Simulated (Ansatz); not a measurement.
Input

```
crystal:
  periodic: [false, false, false]
  atoms:
    - { symbol: B, position_ang: [-1.7637, 0.6027, -0.0588] }
    - { symbol: C, position_ang: [-0.6495, 0.5632, -1.1414] }
    - { symbol: Ga, position_ang: [1.1117, -0.0657, -0.3016] }
    - { symbol: C, position_ang: [1.4717, -0.9556, 1.0216] }
    - { symbol: F, position_ang: [1.8465, 1.0738, -0.4707] }
    - { symbol: H, position_ang: [-1.5674, 0.9799, 1.0391] }
    - { symbol: H, position_ang: [-2.9101, 0.539, -0.4104] }
    - { symbol: H, position_ang: [-0.7793, 1.338, -1.9418] }
    - { symbol: H, position_ang: [-0.622, -0.4308, -1.5484] }
    - { symbol: H, position_ang: [2.3253, -1.3779, 1.4998] }
    - { symbol: H, position_ang: [0.7354, -0.5591, 1.8463] }
    - { symbol: H, position_ang: [0.8783, -1.7628, 0.5003] }
basis:
  gaussian: { orbitals: def2-SVP }
hamiltonian:
  xc: pbe
relax:
  f_tol: 0.015
  max_steps: 40
output:
  orbitals: {}
```

Run with:

```sh
ansatz run input.yaml --threads 2 --pin off --max-ram 3072MiB --backend cpu --events-out ev --progress --plain --runs-dir out
```

The fields are those of the relaxed geometry.

All numbers below come from Ansatz 0.2.0, RKS PBE/def2-SVP.

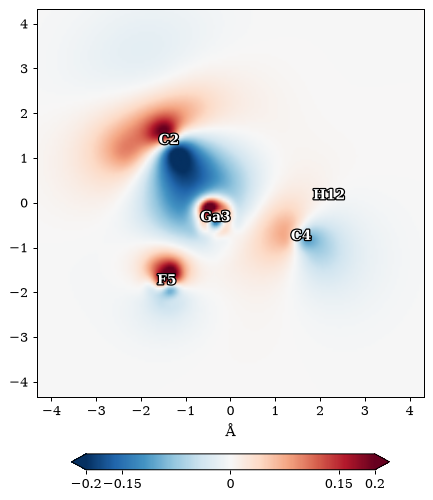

C2H7BFGa (SMILES B[CH2][Ga]([CH3])[F]). One frontier orbital on the plane of atoms C2, Ga3 and F5 (values in Å⁻³ᐟ²; the overall sign is arbitrary).

> Which orbital is it: HOMO or LUMO?

The LUMO, at −2.62 eV. Its weight (Hirshfeld) is mainly on Ga3 (about 35 %), B1 (about 35 %) and C2 (about 10 %).
